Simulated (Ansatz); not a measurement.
# GaHCl2O (SMILES [OH][Ga]([Cl])[Cl]) at 6 levels

Wanted: a comparison of 6 runs (B3LYP/def2-SVP, CAM-B3LYP/def2-SVP, PBE/def2-SVP, r2SCAN/def2-SVP, B3LYP/6-31G*, BCCD(T)/def2-SVP) of GaHCl2O. 

The results are computed with Ansatz 0.2.0.

79 further runs of the same task are left out: 79 set aside as unsound or not needed. Runs told in other sessions of the task aren't counted.

### 1 The molecule

GaHCl2O has 5 atoms, charge 0, and is taken as a singlet. SMILES: `[OH][Ga]([Cl])[Cl]`. The O1–H5 distance was set to 1.442 Å, away from the relaxed value. At this shape a bond of the SMILES string is far longer than usual.

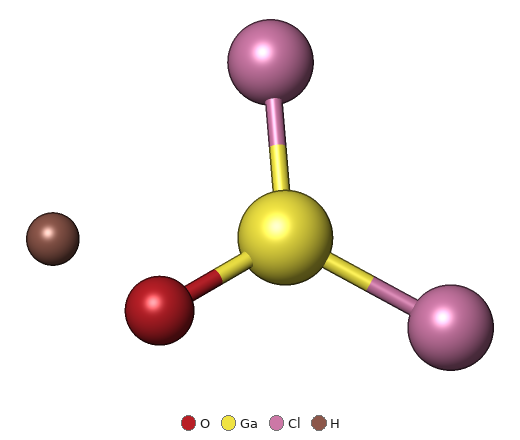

Viewed from a chosen angle; oxygen red, gallium yellow, chlorine pink, hydrogen brown.

### 2 A single-point energy at B3LYP/def2-SVP (run 1)

The input, job.yaml:

```yaml
crystal:
  periodic: [false, false, false]
  atoms:
    - {symbol: O, position_ang: [0.589329, 1.113215, 0.491835]}
    - {symbol: Ga, position_ang: [0.453329, -0.635885, 0.302735]}
    - {symbol: Cl, position_ang: [1.834829, -1.876285, 1.303635]}
    - {symbol: Cl, position_ang: [-1.073071, -1.477685, -0.909865]}
    - {symbol: H, position_ang: [-0.415200, 1.837400, -0.246000]}
basis:
  gaussian: {orbitals: def2-SVP}
hamiltonian: {xc: {name: B3LYP}}
accuracy: high
output: {orbitals: {seedname: orbitals}}
```

On the command line:

```sh
$ ansatz run job.yaml --threads 1 --pin off --max-ram 3480MiB --events-out events.jsonl --progress --plain --runs-dir runs
```

Log:

```text
Warning: RAYON_NUM_THREADS=1 ignored (pool sized by the plan → 1); use --threads N
Functional definition: B3LYP
  name "B3LYP"
  parameter a0 = 0.2
  parameter ax = 0.72
  parameter ac = 0.81
  exchange = (1 - a0 - ax)*slater_x + ax*b88_x + a0*exact_x
  correlation = (1 - ac)*vwn_rpa_c + ac*lyp_c
1680 factors; integrals over basis functions are off by at most 1.1e-8 eV
mean field evaluation 1: about -79466.7243 eV, gradient 6.1e1 eV
mean field evaluation 2: about -79400.4295 eV, gradient 1.7e2 eV
mean field evaluation 4: about -79473.5416 eV, gradient 1.4e1 eV
mean field evaluation 8: about -79473.9405 eV, gradient 6.3e-1 eV
mean field evaluation 16: about -79473.9415 eV, gradient 1.9e-4 eV
mean field -79473.94148266 eV, -2920.6134801154 hartree, gradient 1.3e-8 eV, S^2 0.000000; 0 other end points of the search recorded, 0 dependent functions left out
reference -79473.94152000 eV, -2920.6134814875 hartree; 37, 37 occupied and 50, 50 virtual orbitals, 1680 factors
Total energy: -79473.94152000 eV, -2920.6134814875 hartree
```

Run time: 6.9 s. Hardware: 1 thread of Arm Neoverse V2, shared host; peak memory 0.3 GiB.

### 3 The energy at CAM-B3LYP/def2-SVP (run 2)

Changes to job.yaml since step 2:

```diff
@@ -10,3 +10,3 @@
   gaussian: {orbitals: def2-SVP}
-hamiltonian: {xc: {name: B3LYP}}
+hamiltonian: {xc: {name: CAM-B3LYP}}
 accuracy: high
```

On the command line:

```sh
$ ansatz run job.yaml --threads 1 --pin off --max-ram 3480MiB --events-out events.jsonl --progress --plain --runs-dir runs
```

Log:

```text
Warning: RAYON_NUM_THREADS=1 ignored (pool sized by the plan → 1); use --threads N
Functional definition: CAM-B3LYP
  name "CAM-B3LYP"
  parameter alpha = 0.19
  parameter beta = 0.46
  parameter omega = 0.33/bohr
[... 1 set-up line as earlier in the session ...]
  exchange = (1 - alpha - beta)*b88_x + beta*b88_x_sr(omega) + alpha*exact_x + beta*exact_x_lr(omega)
  correlation = (1 - ac)*vwn5_c + ac*lyp_c
1680 factors; integrals over basis functions are off by at most 1.1e-8 eV
373 factors; integrals over basis functions are off by at most 1.7e-9 eV
mean field evaluation 1: about -79468.8384 eV, gradient 5.6e1 eV
mean field evaluation 2: about -79449.4932 eV, gradient 1.1e2 eV
mean field evaluation 4: about -79474.9707 eV, gradient 5.8e0 eV
mean field evaluation 8: about -79475.0798 eV, gradient 3.3e-1 eV
mean field evaluation 16: about -79475.0801 eV, gradient 1.5e-4 eV
mean field -79475.08012658 eV, -2920.6553245078 hartree, gradient 3.5e-8 eV, S^2 0.000000; 0 other end points of the search recorded, 0 dependent functions left out
reference -79475.08014473 eV, -2920.6553251747 hartree; 37, 37 occupied and 50, 50 virtual orbitals, 1680 factors
Total energy: -79475.08014473 eV, -2920.6553251747 hartree
```

Wall time 7.8 s (1 thread of Arm Neoverse V2, shared host); peak memory 0.34 GiB.

Runs 3 to 5 aren't shown in full; the table further down has their settings and results.

### 4 A single-point energy at BCCD(T)/def2-SVP (run 6)

The input, molecule.yaml:

```yaml
crystal:
  periodic: [false, false, false]
  atoms:
    - {symbol: O, position_ang: [0.589329, 1.113215, 0.491835]}
    - {symbol: Ga, position_ang: [0.453329, -0.635885, 0.302735]}
    - {symbol: Cl, position_ang: [1.834829, -1.876285, 1.303635]}
    - {symbol: Cl, position_ang: [-1.073071, -1.477685, -0.909865]}
    - {symbol: H, position_ang: [-0.415200, 1.837400, -0.246000]}
basis:
  gaussian: {orbitals: def2-SVP}
correlation: {method: bccd_t, frozen_orbitals: {Cl: 5, Ga: 9, H: 0, O: 1}}
accuracy: high
scf: {omitted_lower_state_checks: [cluster_reference, increment]}
```

On the command line:

```sh
$ ansatz run molecule.yaml --threads 1 --pin off --max-ram 3480MiB --events-out events.jsonl --progress --plain --runs-dir runs
```

Log (excerpt; [...] marks lines left out):

```text
Warning: RAYON_NUM_THREADS=1 ignored (pool sized by the plan → 1); use --threads N
Functional definition: HF
  name "HF"
[...]
1680 factors; integrals over basis functions are off by at most 1.1e-8 eV
[...]
mean field -79379.43769096 eV, -2917.1405298273 hartree, gradient 4.2e-8 eV, S^2 0.000000; 0 other end points of the search recorded, 0 dependent functions left out; unrestricted orbitals would lower it
20 core orbitals not correlated: weight in the atoms' cores, before any rotation towards them, 1.000 or more for the frozen orbitals, at most 0.000 for the correlated occupied ones
reference -79379.43769096 eV, -2917.1405298273 hartree; 17, 17 occupied and 50, 50 virtual orbitals, 1680 factors
second order -18.42585810 eV of doubles, -0.00000000 eV of singles
cycle   1  -18.11900064 eV  change    3.1e-1 eV  update   1.2e-1
[...]
cycle  24  -18.77865143 eV  change  -4.4e-10 eV  update   1.4e-9
perturbative correction -0.61081073 eV, -0.0224468802 hartree
Total energy: -79398.82715311 eV, -2917.8530794189 hartree
Checks for a lower state left out: cluster_reference, increment
```

It took 20 s on 1 thread of Arm Neoverse V2, shared host; peak memory 0.51 GiB.

### 5 Overview of the runs

| run | level | Cartesian functions | frozen core orbitals | energy (Eh) | HOMO energy (eV) | LUMO energy (eV) | HOMO–LUMO gap (eV) | wall time |
| --- | --- | --- | --- | --- | --- | --- | --- | --- |
| 1 | B3LYP/def2-SVP | no | – | -2920.613481 | -8.71 | -2.74 | 5.97 | 6.9 s |
| 2 | CAM-B3LYP/def2-SVP | no | – | -2920.655325 | -10.43 | -1.30 | 9.13 | 7.8 s |
| 3 | PBE/def2-SVP | no | – | -2919.797879 | -7.36 | -3.52 | 3.83 | 5.4 s |
| 4 | r2SCAN/def2-SVP | no | – | -2920.444086 | -7.82 | -3.30 | 4.52 | 13 s |
| 5 | B3LYP/6-31G* (Cartesian functions) | yes | – | -2920.896618 | -8.88 | -2.93 | 5.95 | 8.4 s |
| 6 | BCCD(T)/def2-SVP | no | 20 | -2917.853079 | – | – | – | 20 s |

### 6 What came out

```
                                           quantity           value
                                run 6: total energy  -2917.85308 Eh
run 6: correlation energy (20 core orbitals frozen)      -712.5 mEh
                              run 6: (T) correction      -22.45 mEh
```

Over runs 1, 2, 3, 4, 5 the HOMO–LUMO gap runs from 3.83 eV (PBE/def2-SVP) to 9.13 eV (CAM-B3LYP/def2-SVP). Totals of different functionals can't be ranked against each other. In run 6 the log says that unrestricted orbitals would lower the reference, so the values rest on an unstable closed-shell determinant (other closed-shell runs at this shape may share the fault). In runs 1, 2, 3, 4, 5 a closed-shell determinant meets a far-stretched bond; if it breaks into open shells, such a determinant describes it badly, and no broken-symmetry solution was shown. All runs together took 62 s, the longest 20 s.
